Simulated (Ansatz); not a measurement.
**H2O2 (hydrogen peroxide) at HF/6-31G(d) (density fitting with def2-universal-jkfit, Cartesian functions, accuracy low)**

Wanted: a geometry optimisation of H2O2 (hydrogen peroxide). 

Program for the calculation: Ansatz 0.2.0.

## 1. The molecule

H2O2: 4 atoms, total charge 0, spin state singlet. As SMILES, `OO`. Geometry: relaxed at PBE0-D4/def2-TZVP. The run starts from this shape.

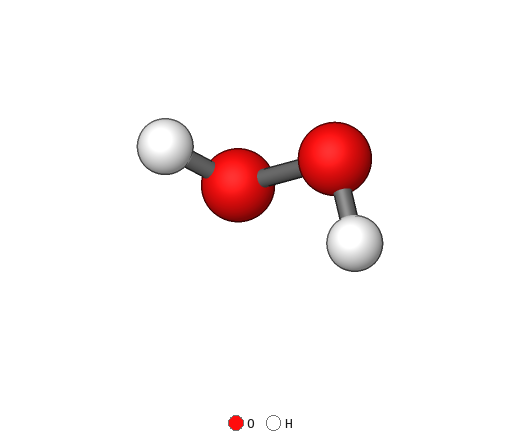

Viewed from a chosen angle; oxygen red, hydrogen white.

## 2. A geometry optimisation at HF/6-31G(d) (density fitting with def2-universal-jkfit, Cartesian functions, accuracy low)

The input, molecule.yaml:

```yaml
crystal:
  periodic: [false, false, false]
  atoms:
    - symbol: O
      position_ang: [-0.486800, -0.581100, 0.030600]
    - symbol: O
      position_ang: [0.048300, 0.728400, 0.206900]
    - symbol: H
      position_ang: [0.186400, -1.117000, 0.467400]
    - symbol: H
      position_ang: [0.252100, 0.969800, -0.704900]
basis:
  gaussian: {orbitals: "6-31G*", fitting: {mean_field: def2-universal-jkfit}}
accuracy: low
hamiltonian: {xc: hf}
output: {orbitals: {seedname: orbitals}}
relax: {max_displacement: 0.3}
```

Command:

```sh
$ ansatz run molecule.yaml --threads 1 --pin off --max-ram 2610MiB --events-out events.jsonl --progress --plain --runs-dir runs
```

Log:

```text
Warning: RAYON_NUM_THREADS=1 ignored (pool sized by the plan → 1); use --threads N
The last accepted step is kept in runs//last_step.txt (removed where the run ends without a failure and the disk answers)
[... 42 lines left out ...]
Total energy: -4102.51632015 eV, -150.7646939802 hartree
[... 4 lines left out ...]
Dipole moment:     0.341862    -0.114775    -0.185150 e Å
```

It took 0.5 s on 1 thread of Arm Neoverse V2, shared host.

The path in brief:

| step | energy from the first frame kept (eV) | largest force (eV/Å) |
| --- | --- | --- |
| 1 | 0.0000 | 1.2500 |
| 2 | -0.0262 | 0.4926 |
| 3 | -0.0300 | 0.0281 |
| 4 | -0.0301 | 0.0134 |
| 5 | -0.0301 | 0.0011 |

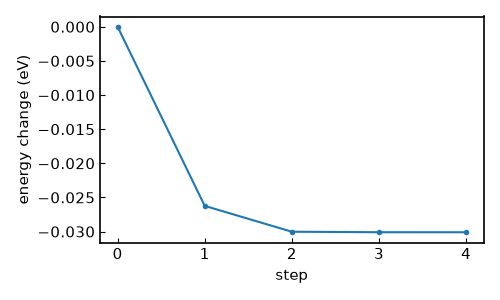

Energy along the run.

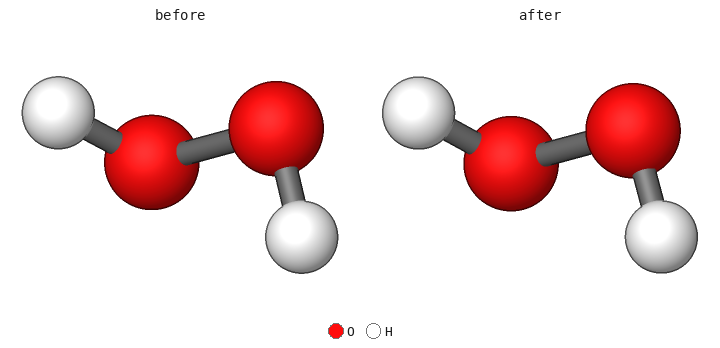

Before and after, at one scale.

After the run. Bond lengths: O1–O2 1.397 Å, O1–H3 0.949 Å, O2–H4 0.949 Å. Angles: O1–O2–H4 102.1°, O2–O1–H3 102.1°.

## 3. Summary of results

Level: HF/6-31G* (density fitting with def2-universal-jkfit, Cartesian functions, accuracy low).

| quantity | value |
| --- | --- |
| total energy at the end | -150.76469 Eh |
| dipole moment | 1.95 D |
| HOMO energy | -12.75 eV |
| LUMO energy | 6.08 eV |
| HOMO–LUMO gap | 18.83 eV |

**Reading.** At the final geometry: Bond lengths: O1–O2 1.397 Å, O1–H3 0.949 Å, O2–H4 0.949 Å. Angles: O1–O2–H4 102.1°, O2–O1–H3 102.1°. The optimisation took 4 steps and changed the energy by -0.030 eV. Mulliken charges run from -0.46 on O2 to +0.46 on H4; they depend strongly on the basis. The accuracy setting is loose, so the last digits carry no meaning.
